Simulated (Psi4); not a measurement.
**SiH4 (silane) at PBE/may-cc-pVTZ (sweep point 7)**

What is the energy change on altering one bond length of SiH4 (silane) at PBE/may-cc-pVTZ (sweep point 7)? The job is set up through a Python script.

The calculation is run with Psi4 1.11.

## 1. The structure to begin with

SiH4 has 5 atoms, charge 0, and is taken as a singlet. As SMILES, `[SiH4]`. Geometry: relaxed at PBE0-D4/def2-TZVP.

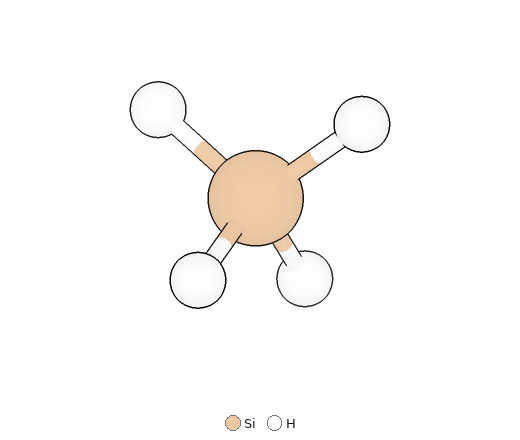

Viewed from a chosen angle; silicon light orange, hydrogen white.

## 2. A single-point energy at PBE/may-cc-pVTZ (sweep point 7)

calc.py

```python
import psi4

psi4.set_memory(1600000000)
psi4.set_num_threads(1)
psi4.core.set_output_file('run.log', False)

m = psi4.geometry("""
0 1
Si     0.000000     0.000000    -0.000100
H      0.967600    -0.688400     0.890900
H     -1.331000     0.044900     0.656000
H     -0.105100    -0.740300    -1.282600
H      0.468500     1.383800    -0.264200
symmetry c1
""")

psi4.set_options(dict(basis='may-cc-pVTZ', puream=True, scf_type='pk', dft_radial_points=99, dft_spherical_points=590))

result = psi4.energy('pbe')
print('E =', round(result, 9))
```

Run with:

```bash
$ python calc.py
```

run.log:

```text
[...]
  Running in c1 symmetry.
[...]
  Nuclear repulsion =   21.270588269772578
[...]
  Multiplicity = 1
[...]
  Nalpha       = 9
  Nbeta        = 9
[...]
    Number of basis functions: 94
[...]
   @RKS iter   1:  -291.64804446199980   -2.75111e-01   3.83916e-03 ADIIS/DIIS
[...]
   @RKS iter   6:  -291.72289748619949   -1.76741e-08   4.25491e-07 DIIS
[...]
    Orbital Energies [Eh]
    ---------------------
    Doubly Occupied:
       1A    -65.421933     2A     -5.053375     3A     -3.463757
       4A     -3.463757     5A     -3.463756     6A     -0.495099
       7A     -0.313069     8A     -0.313052     9A     -0.313037
[...]
  @RKS Final Energy:  -291.72289748619949
   => Energetics <=
    Nuclear Repulsion Energy =             21.2705882697725777
    One-Electron Energy =                -445.6584669081452148
    Two-Electron Energy =                 154.8447230243988599
    DFT Exchange-Correlation Energy =     -22.1797418722256907
    Empirical Dispersion Energy =           0.0000000000000000
    VV10 Nonlocal Energy =                  0.0000000000000000
    Total Energy =                       -291.7228974861994857
[...]
 Multipole Moments:
 ------------------------------------------------------------------------------------
     Multipole            Electronic (a.u.)      Nuclear  (a.u.)        Total (a.u.)
 ------------------------------------------------------------------------------------
 L = 1.  Multiply by 2.5417464519 to convert [e a0] to [Debye]
 Dipole X            :         -0.0000011            0.0000000           -0.0000011
 Dipole Y            :         -0.0000067            0.0000000           -0.0000067
 Dipole Z            :         -0.0005865            0.0004094           -0.0001771
 Magnitude           :                                                    0.0001772
[...]
```

Standard output:

```text
E = -291.722897486
```

It took 12 s on 1 thread of AMD EPYC 7R43 (Zen 3), shared host; peak memory 0.93 GiB.

## 3. The distorted shape

run.py

```python
import psi4

psi4.set_memory('1600 MB')
psi4.set_num_threads(1)
psi4.core.set_output_file('psi4.out', False)

mol = psi4.geometry("""
0 1
Si     0.665497    -0.022450    -0.328148
H      1.633097    -0.710850     0.562852
H     -1.331000     0.044900     0.656000
H      0.560397    -0.762750    -1.610648
H      1.133997     1.361350    -0.592248
symmetry c1
""")

options = {'puream': True, 'scf_type': 'pk', 'dft_radial_points': 99, 'dft_spherical_points': 590}
psi4.set_options(options)

energy_value = psi4.energy('pbe/may-cc-pVTZ')
print(f'pbe/may-cc-pVTZ energy: {energy_value:.10f} Eh')
```

Run with:

```bash
$ python run.py
```

psi4.out:

```text
[...]
  Running in c1 symmetry.
[...]
  Nuclear repulsion =   19.471059208441027
[...]
  Multiplicity = 1
[...]
  Nalpha       = 9
  Nbeta        = 9
[...]
    Number of basis functions: 94
[...]
   @RKS iter   1:  -291.56928930543137   -3.04912e-01   3.90449e-03 DIIS/ADIIS
[...]
   @RKS iter   8:  -291.65598785416370   -2.16080e-08   2.11531e-07 DIIS
[...]
    Orbital Energies [Eh]
    ---------------------
    Doubly Occupied:
       1A    -65.461610     2A     -5.086834     3A     -3.499739
       4A     -3.496513     5A     -3.496513     6A     -0.493946
       7A     -0.326109     8A     -0.326088     9A     -0.257614
[...]
  @RKS Final Energy:  -291.65598785416370
   => Energetics <=
    Nuclear Repulsion Energy =             19.4710592084410266
    One-Electron Energy =                -441.7174764722818736
    Two-Electron Energy =                 152.6536612814792875
    DFT Exchange-Correlation Energy =     -22.0632318718021523
    Empirical Dispersion Energy =           0.0000000000000000
    VV10 Nonlocal Energy =                  0.0000000000000000
    Total Energy =                       -291.6559878541636976
[...]
 Multipole Moments:
 ------------------------------------------------------------------------------------
     Multipole            Electronic (a.u.)      Nuclear  (a.u.)        Total (a.u.)
 ------------------------------------------------------------------------------------
 L = 1.  Multiply by 2.5417464519 to convert [e a0] to [Debye]
 Dipole X            :          0.9157503           -0.5448509            0.3708995
 Dipole Y            :         -0.0309111            0.0183801           -0.0125310
 Dipole Z            :         -0.4519425            0.2689864           -0.1829560
 Magnitude           :                                                    0.4137588
[...]
```

On the terminal:

```text
pbe/may-cc-pVTZ energy: -291.6559878542 Eh
```

Run time: 14 s. Hardware: 1 thread of AMD EPYC 7R43 (Zen 3), shared host; peak memory 0.89 GiB.

## 4. Outcome

At PBE/may-cc-pVTZ (sweep point 7):

| quantity | value |
| --- | --- |
| first shape: total energy | -291.72290 Eh |
| first shape: dipole moment | 0.00 D |
| first shape: HOMO energy | -8.52 eV |
| first shape: LUMO energy | -0.27 eV |
| first shape: HOMO–LUMO gap | 8.25 eV |
| distorted shape: total energy | -291.65599 Eh |
| distorted shape: dipole moment | 1.05 D |
| distorted shape: HOMO energy | -7.01 eV |
| distorted shape: LUMO energy | -2.48 eV |
| distorted shape: HOMO–LUMO gap | 4.53 eV |
| energy change with the Si1–H3 bond stretched from 1.485 to 2.227 Å | 1.821 eV |

What this shows: With the Si1–H3 bond stretched from 1.485 to 2.227 Å the energy rises by 1.82 eV (176 kJ/mol). The first shape isn't relaxed at this level, so the change isn't measured from a minimum.
